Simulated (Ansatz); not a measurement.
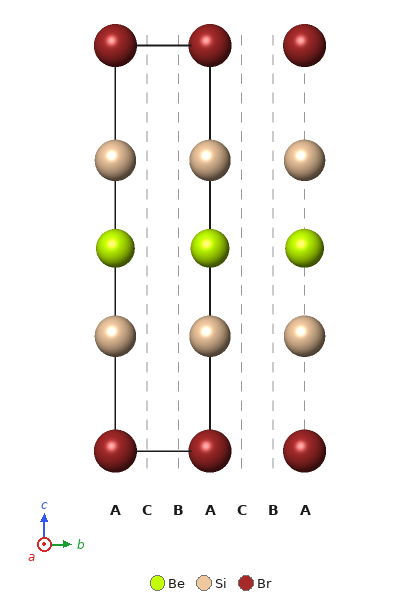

The picture looks along a close-packed row of the hexagonal mesh; c points upwards. The dashed lines mark the three columns A (0, 0), B (1/3, 2/3) and C (2/3, 1/3). The sequence starts with the first layer at or above the cell's origin.

BeSi₂Br (space group P6/mmm, No. 191): the geometry relaxed with DFT PBE, scalar-relativistic, plane waves, PAW (Ansatz); the starting structure was generated, so it need not be a known form of this composition.

**Give the sequence of layers in one repeat, with element and column.**

Br(A) – Si(A) – Be(A) – Si(A) (four layers in 10.39 Å).
